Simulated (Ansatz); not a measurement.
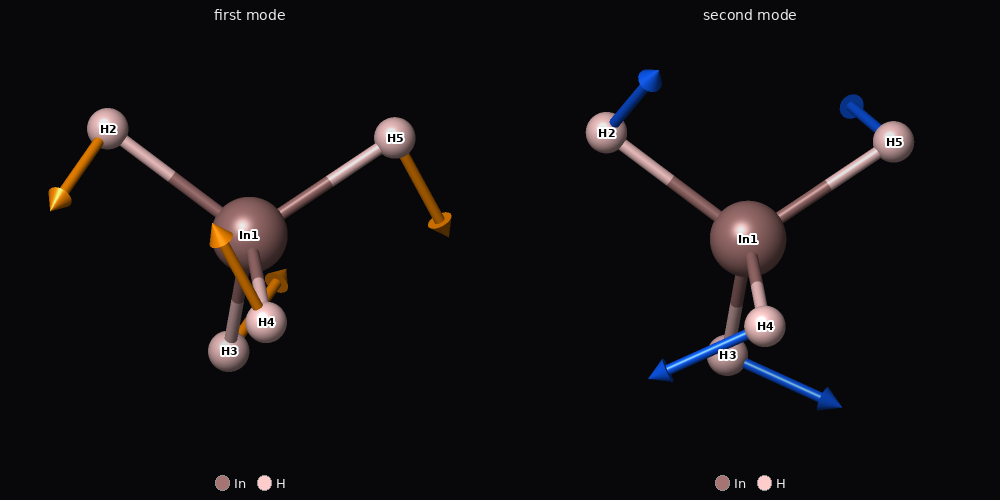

The system is H₄In, spin multiplicity 2; the picture shows the reference structure; its two panels give the patterns of the first and the second mode as arrows. 
- First axis: normal mode 4 (644 cm⁻¹, of the parent). Second axis: normal mode 5 (645 cm⁻¹, of the parent).
- Nothing is relaxed (straight displacements along the two mass-weighted modes).
- Grid: 15 × 15 points; 105 points were computed and 86 follow by symmetry. At 34 points there is no value.
- Points are written as (first, second).
- Energies: kJ/mol, counted from the ion of charge +0 at the geometry of the relaxed parent of charge -1.
- Energies and slopes of some neighbouring points disagree (a jump in structure or state, or too coarse a mesh). Near the degeneracy a single determinant is a rough description.
- Computed with Ansatz 0.2.0, UKS B3LYP-D4/def2-TZVPD.

Its coordinates:

```csv
atom,x (Å),y (Å),z (Å)
In,0.0000,0.0000,0.0000
H,0.0245,-0.0350,1.7909
H,1.6810,-0.0074,-0.6193
H,-0.8359,1.4832,-0.5575
H,-0.8696,-1.4408,-0.6141
```

Range: normal mode 4 (644 cm⁻¹, of the parent) from −1.004 to 1.004 amu½·Å; normal mode 5 (645 cm⁻¹, of the parent) from −1.004 to 1.004 amu½·Å.

Question: What will the energy surface look like?

Answer: The lowest grid point is at (−0.717 amu½·Å, −0.430 amu½·Å), −47.5 kJ/mol from the ion of charge +0 at the geometry of the relaxed parent of charge -1. The same energy is found at (0.717 amu½·Å, −0.430 amu½·Å). Other grid points that lie below all their neighbours: (0.000 amu½·Å, 0.861 amu½·Å) (0.20 kJ/mol higher). The highest grid point, (−1.004 amu½·Å, 1.004 amu½·Å), lies 96.3 kJ/mol above the lowest.

```
second ↓, first →  −1.004  −0.861  −0.717  −0.574  −0.430  −0.287  −0.143  0.000  0.143  0.287  0.430  0.574  0.717  0.861  1.004
            1.004    48.8    23.5     2.4   −14.6   −27.7   −36.9   −42.4  −44.3  −42.4  −36.9  −27.7  −14.6    2.4   23.5   48.8
            0.861    41.6       –    −2.8       –   −31.5       –   −45.6  −47.3  −45.6      –  −31.5      –   −2.8   17.4   41.6
            0.717    37.4    14.3    −4.8   −20.3   −32.1   −40.5   −45.5  −47.1  −45.5  −40.5  −32.1  −20.3   −4.8   14.3   37.4
            0.574    35.2       –    −3.7       –   −29.5   −37.4   −42.1  −43.6  −42.1  −37.4  −29.5      –   −3.7      –   35.2
            0.430    15.9     7.4     0.6   −13.2   −23.7   −31.1   −35.5  −37.0  −35.5  −31.1  −23.7  −13.2    0.6    7.4   15.9
            0.287    −0.8       –   −12.4       –   −14.9       –   −26.0      –  −26.0      –  −14.9      –  −12.4      –   −0.8
            0.143   −14.7   −21.9   −25.2   −24.8   −20.9   −13.7   −13.7  −14.9  −13.7  −13.7  −20.9  −24.8  −25.2  −21.9  −14.7
            0.000   −25.7       –   −35.2       –   −30.4   −23.2   −12.9    0.0  −12.9      –  −30.4  −34.5  −35.2  −32.4  −25.7
           −0.143   −33.6   −39.8   −42.4   −41.5   −37.3   −30.0   −19.8   −6.9  −19.8  −30.0  −37.3  −41.5  −42.4  −39.8  −33.6
           −0.287   −38.2       –   −46.6       –   −41.3   −34.1   −23.9      –  −23.9      –  −41.3      –  −46.6  −44.2  −38.2
           −0.430   −39.6   −45.3   −47.5   −46.5   −42.3   −35.1   −25.1  −12.6  −25.1  −35.1  −42.3  −46.5  −47.5  −45.3  −39.6
           −0.574   −37.4       –   −45.0   −44.0   −39.9   −32.8   −23.0      –  −23.0      –  −39.9  −44.0  −45.0      –  −37.4
           −0.717   −31.6   −36.8   −38.9   −37.9   −33.9   −27.0   −17.5   −5.5  −17.5  −27.0  −33.9  −37.9  −38.9  −36.8  −31.6
           −0.861   −22.0       –   −28.9       –   −24.0   −17.3    −8.0      –   −8.0      –  −24.0      –  −28.9      –  −22.0
           −1.004    −8.5   −13.1   −14.8   −13.8   −10.0    −3.5     5.6   17.0    5.6   −3.5  −10.0  −13.8  −14.8  −13.1   −8.5
```

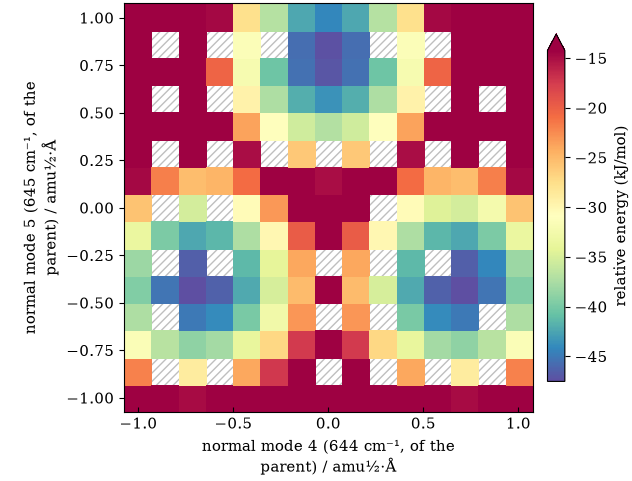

In the figure: one coloured cell a grid point, one colour for all values above the top of the scale, hatched blanks where no value was computed.

The whole map (105 points run) took 14 min on 1 thread of AMD EPYC 7R43 64-Core Processor (Zen 3), on a shared host.
